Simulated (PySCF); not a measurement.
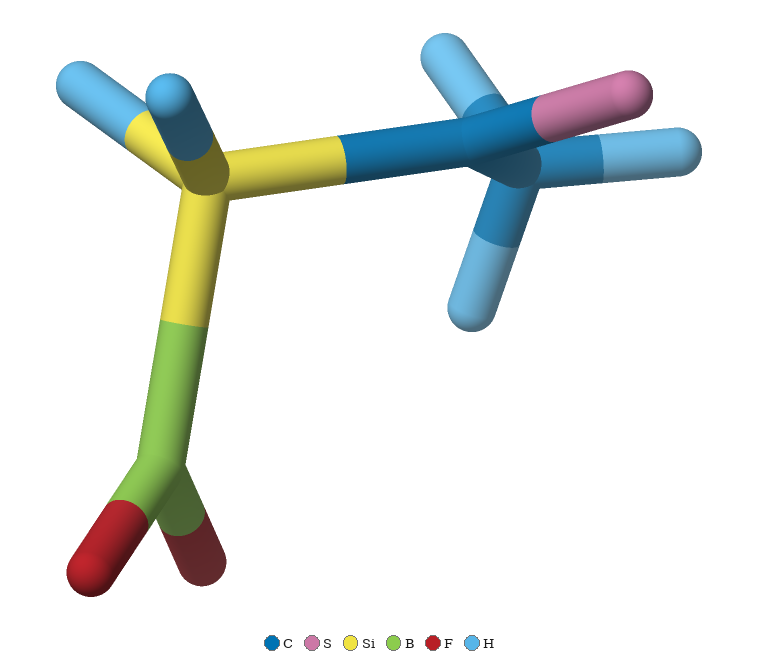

The geometry was computed by an optimisation with PBE0-D3(BJ)/def2-SVP. No frequency run is at hand to confirm it as a minimum.

**Which formula does it have?**

C2H5BF2SSi, 12 atoms: 2 carbon, 5 hydrogen, 1 boron, 2 fluorine, 1 sulfur and 1 silicon.

**How many bonds of each kind are drawn?**

3 C–H, 2 B–F, 2 Si–H, 1 C–C, 1 C–S, 1 C–Si, 1 B–Si.

**Does it have rings?**

It has no ring.

**Write the SMILES.**

CC(=S)[SiH2]B(F)F

More results for the same structure follow; atom numbers are the same in all pictures, views and colours differ.

**Shape**

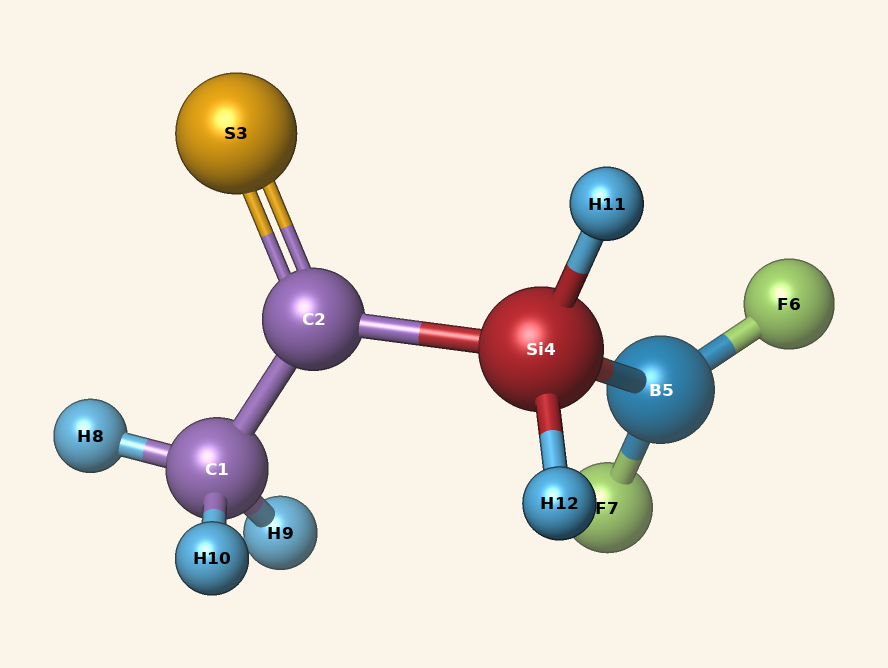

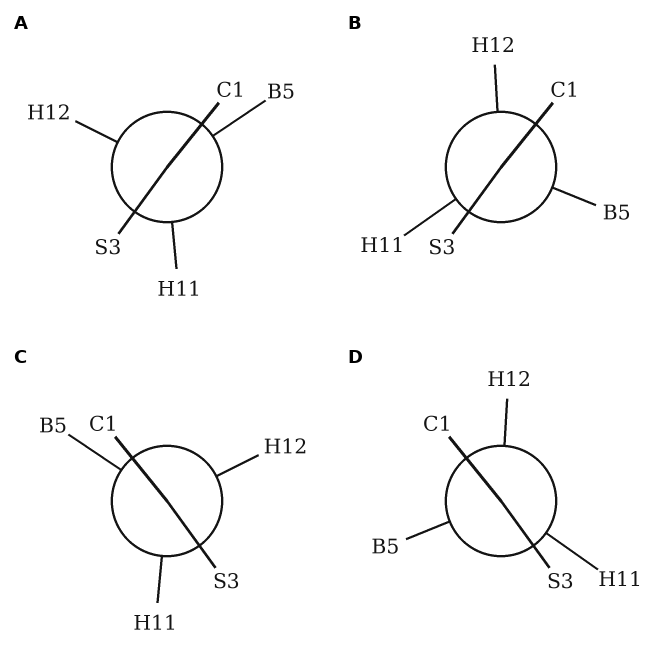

Depth is shown by fading: the farther an atom, the more it takes the colour of the background. Bonds that would overlap in a projection are set slightly apart. No frequency run is at hand to confirm it as a minimum.

**Which Newman projection shows the view along C2–Si4, with C2 in front?**

B. The torsion angle S3–C2–Si4–B5 is −104°, anticlinal.

**Electronic properties**

No frequency run is at hand to confirm it as a minimum. Level of theory: CAM-B3LYP/def2-SVPD in acetone (IEF-PCM) (PySCF 2.14.0). Excitations: vertical, linear response.

**What is the lowest vertical singlet excitation?**

2.24 eV.

**Estimate the dipole moment.**

3.10 D.

**What is the mean static polarisability?**

119.7 bohr³.

**What is the LUMO energy (Kohn–Sham orbital)?**

−1.46 eV.

**Core levels**

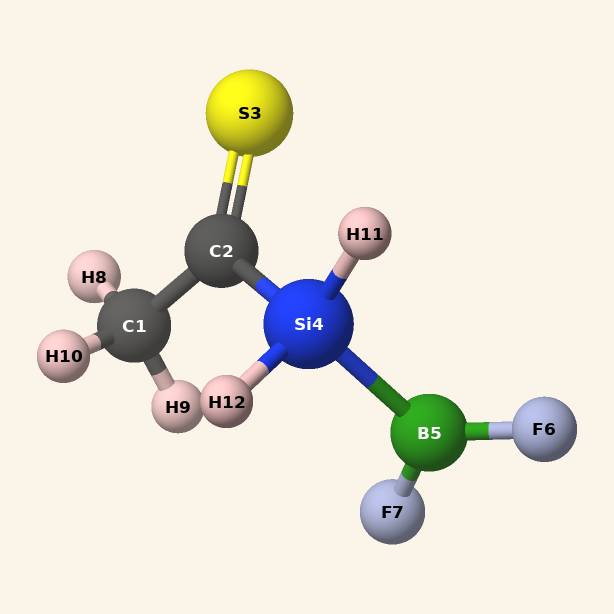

No frequency run is at hand to confirm it as a minimum. Level of theory: delta-SCF UKS SCAN, pcX-2 on the ionised atom, pcseg-1 elsewhere, spin-free X2C (PySCF 2.14.0).

Give the core-electron binding energies (to vacuum; p and d levels without spin–orbit splitting) of C1 1s, C2 1s, S3 1s, S3 2p, Si4 1s, Si4 2p, B5 1s, F6 1s.

| atom | level | binding energy (eV) |
| --- | --- | --- |
| C1 | 1s | 291.2 |
| C2 | 1s | 291.7 |
| S3 | 1s | 2476.5 |
| S3 | 2p | 169.2 |
| Si4 | 1s | 1846.7 |
| Si4 | 2p | 107.2 |
| B5 | 1s | 198.7 |
| F6 | 1s | 693.6 |

**Bond orders**

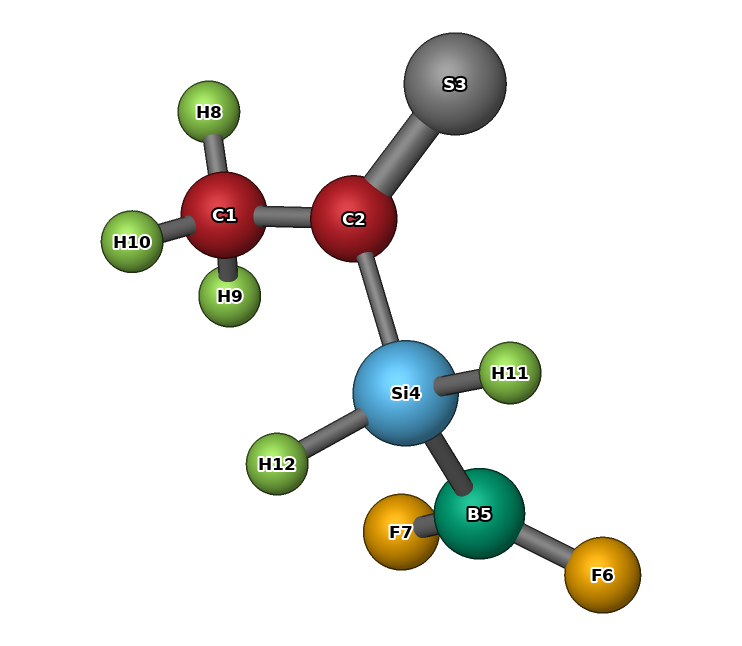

The thickness of each stick grows with its Mayer bond order. No frequency run is at hand to confirm it as a minimum. Method: PBE0/pcSseg-1 in acetone (IEF-PCM) (PySCF 2.14.0).

**Which bond has the highest Mayer bond order?**

C2–S3, 1.84, at a length of 1.627 Å.

**Which bond has the lowest Mayer bond order?**

C2–Si4, 0.79, at 1.905 Å.

List the Mayer bond orders of C1–C2, C1–H8, C1–H9, C1–H10, C2–S3, C2–Si4, Si4–B5, Si4–H11, Si4–H12, B5–F6, B5–F7.

```csv
bond,Mayer order,length (Å)
C1–C2,1.02,1.495
C1–H8,0.96,1.099
C1–H9,0.93,1.104
C1–H10,0.93,1.104
C2–S3,1.84,1.627
C2–Si4,0.79,1.905
Si4–B5,0.92,2.036
Si4–H11,0.95,1.487
Si4–H12,0.94,1.501
B5–F6,1.11,1.317
B5–F7,1.09,1.322
```

**NMR shielding**

The questions are on isotropic NMR shieldings of the H atoms. No frequency run is at hand to confirm it as a minimum. Method: GIAO PBE0/pcSseg-1 NMR shielding, non-relativistic, IEF-PCM dimethylsulfoxide (PySCF 2.14.0).

Give the isotropic NMR shieldings of the H atoms atom by atom.

```tsv
atom	σ (ppm)
H8	28.00
H9	27.17
H10	27.39
H11	27.15
H12	26.20
```
